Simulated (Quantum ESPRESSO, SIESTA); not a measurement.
# Birch–Murnaghan line for rocksalt HfN, QE, PBEsol

Calculated with Quantum ESPRESSO 7.5: PBEsol; plane waves, GBRV 1.5 ultrasoft, 50/300 Ry; k-mesh 12×12×12. The volume is changed in steps from typed lattice constants. V0 = 11.37 Å³ an atom is where a Birch–Murnaghan fit to this level's pressures, the withheld one apart, crosses zero; rows within 2.5 % of V0 are left out, since F is ill-conditioned there. The typed cell is scaled evenly, with no relaxation, and each row is a single point.

```
volume (Å³/atom)  pressure (GPa)
          10.761           17.95
          10.995           10.45
          11.697          -7.721
          11.931          -12.56
          12.165               ?
          12.399          -20.79
          12.633          -24.26
```

**Question.** Fit the third-order Birch–Murnaghan equation to the rows given and interpolate to the withheld row.

Worked fit:

Take the Eulerian strain f = ½[(V0/V)^(2/3) − 1] and the normalised pressure F = P / [3f(1 + 2f)^(5/2)]. The third-order Birch–Murnaghan equation is then the line F = B0 + (3/2)B0(B′ − 4) f, so u = f and v = F.

| u = f | v = F (GPa) |
| --- | --- |
| 0.0186908 | 292.058 |
| 0.0113051 | 291.369 |
| -0.00936260 | 288.190 |
| -0.0157989 | 287.145 |
| -0.0280610 | 285.325 |
| -0.0339069 | 284.266 |

With n = 6: mean u = -0.00952225, mean v = 288.059, Σ(u − ū)² = 0.0022075, Σ(u − ū)(v − v̄) = 0.33069. Slope b = 0.33069 / 0.0022075 = 149.80; intercept a = v̄ − b ū = 289.49.

So B0 = 289.5 GPa and B′ = 4 + 2b/(3a) = 4.34. At the withheld volume f = -0.02203, F = 286.2 GPa, and P = 3f(1 + 2f)^(5/2) F.

Prediction at 12.165: -16.90 GPa. The run gave -16.9 GPa, so the fit is high by 0.0022 GPa (0.013 % of the value).

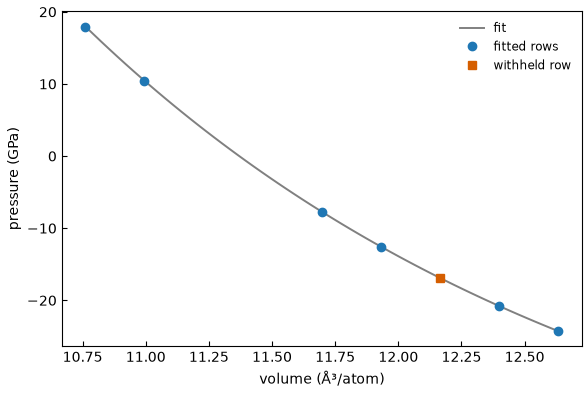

The fit, the rows that it rests on and the withheld row.

A fit to this level's energies over the whole scan gives V0 = 11.378 Å³, B0 = 289.1 GPa and B′ = 4.37. Among the rows given, the largest miss of the fit is at 10.761, by 0.014 GPa (0.033 % of the range of the table).

Limits: The nuclei are static. The DFT runs use Fermi–Dirac occupations of width 0.1 eV, and energies are free energies.

[Logs are printed without paths, hosts, clocks, repeated set-up lines and the standing remarks that a program may print on its own settings, such as how far it seeks lower states.]

[Hosts, paths, dates, database ids (printed as entryN), source tags and the programs' standing remarks are cut or masked in the printed files.]
